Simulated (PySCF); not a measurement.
C8H14BN (SMILES CC#CCB(C)N=C(C)C)

Input

```
{"job": {"kind": "nmr", "xc": "PBE0", "basis": "pcSseg-1"}, "charge": 0, "multiplicity": 1}
C      3.898803    -1.692799    -0.181624
C      2.877548    -0.836913     0.390632
C      2.040685    -0.132759     0.882403
C      1.010444     0.719894     1.440387
B      0.013545     1.183329     0.259776
C      0.381328     2.444230    -0.641296
N     -1.108949     0.479302     0.048400
C     -2.106074    -0.233212    -0.171561
C     -3.438138     0.044973     0.466288
C     -2.049353    -1.418585    -1.093076
H      4.052508    -1.443607    -1.232278
H      4.842386    -1.564692     0.350248
H      3.594296    -2.737569    -0.109190
H      0.484589     0.163250     2.220269
H      1.490076     1.582491     1.909038
H     -0.299737     2.582231    -1.477492
H      0.365908     3.358207    -0.049702
H      1.388113     2.344146    -1.041270
H     -4.200327     0.167529    -0.301266
H     -3.730242    -0.794170     1.096021
H     -3.389810     0.945727     1.071881
H     -2.369754    -2.315990    -0.566489
H     -2.722100    -1.265043    -1.935595
H     -1.037480    -1.560203    -1.462390
```

Run with:

```sh
OMP_NUM_THREADS=1 python probes_run.py task.json out
```

Geometry: GFN2-xTB.

Level of theory: PBE0/pcSseg-1, SCF density, gas phase, non-relativistic in PySCF 2.14.0.

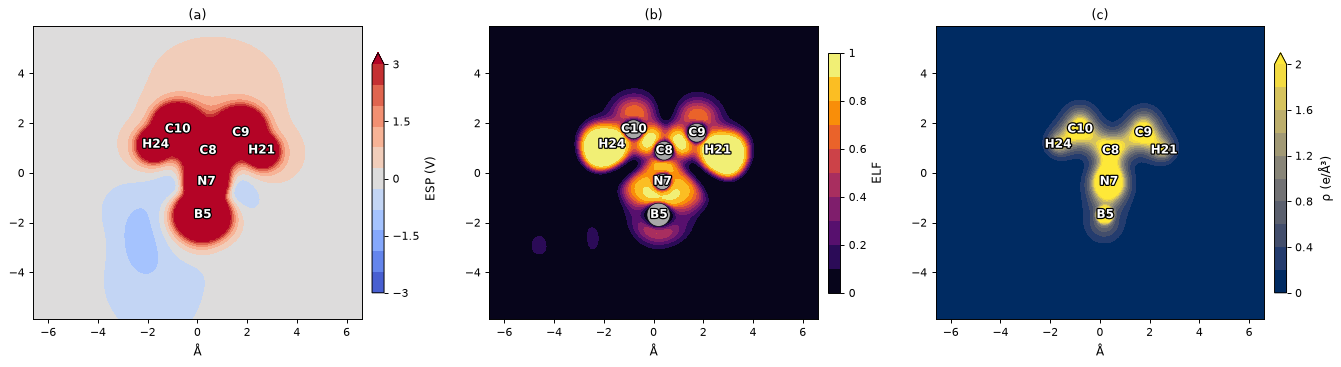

Figure 1. (a) electrostatic potential; (b) ELF; (c) total electron density on the plane of atoms C9, C8 and C10. Grey discs cover the atomic cores in the ELF map.

Interpret the plot.

Atoms in the plane: B, N, C and H. C–N (1.25 Å): ρ at the midpoint is about 2.8 e/Å³; the ELF peaks at about 0.90 between the atoms; a short, multiple covalent bond. B–N (1.34 Å): ρ is about 2.1 e/Å³ halfway; the ELF peaks at about 0.90 between the atoms (a polar covalent bond). C–H (1.09 Å): ρ is about 2 e/Å³ halfway; the ELF climbs to about 1 towards the hydrogen, as it does in any bond to H; an ordinary covalent bond to hydrogen. Outside the dense part of the molecule the potential is most negative (−1.1 V) near C3, which lies off the plane.

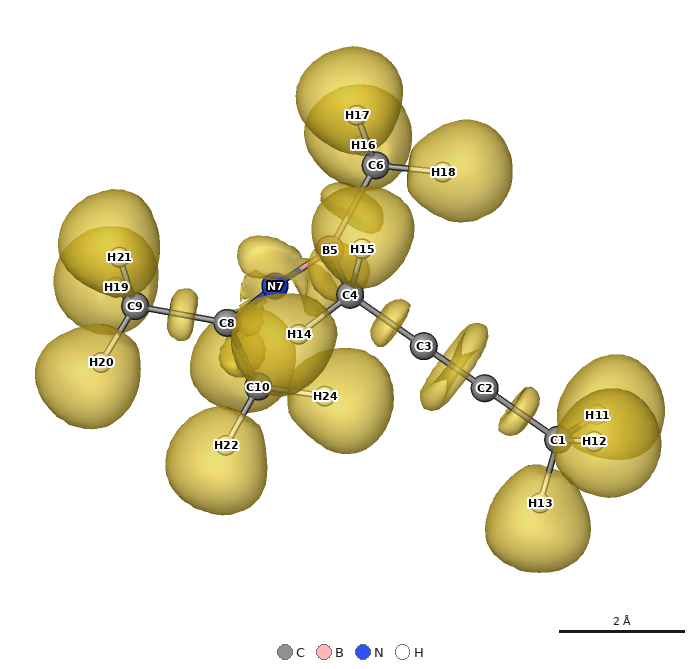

Figure 2. Isosurface of the electron localisation function at 0.85 (yellow), seen at a tilt. Core shells and regions of very low density are left out.

Where are the electrons localised?

The ELF exceeds this value in two regions between bonded B–C atoms (shared pairs), one region between bonded B–N atoms (shared pairs), five regions between bonded C–C atoms (shared pairs), one region between bonded C–N atoms (shared pairs) and 14 regions around hydrogen nuclei. Along the contacts the grid gives the following. C–C (1.20 Å): the ELF peaks at about 0.80 between the atoms; a multiple bond.

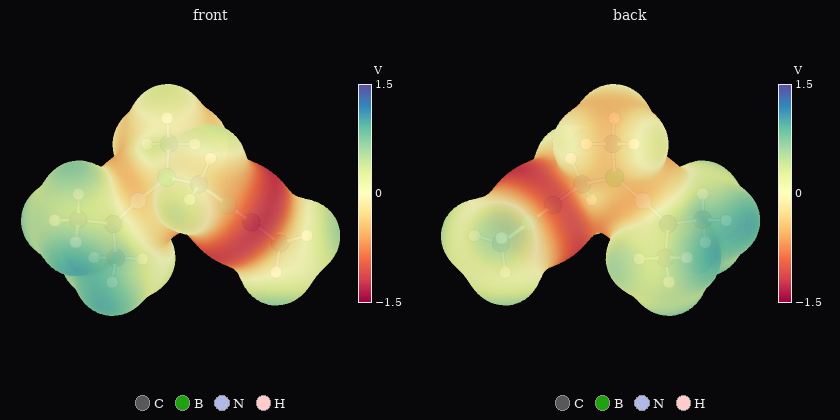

Figure 3. The molecular electrostatic potential painted on the density surface at 0.002 e/bohr³, seen from the front and from behind; the colour scale runs from red (negative) to blue (positive).

Where is the surface potential most negative and most positive?

The most negative region (about −1.2 V) lies over C2 and C3, the most positive (about +1.0 V) over H19, H20, H22 and H23.

What dipole moment does the calculation give?

Its dipole moment is 2.83 D.
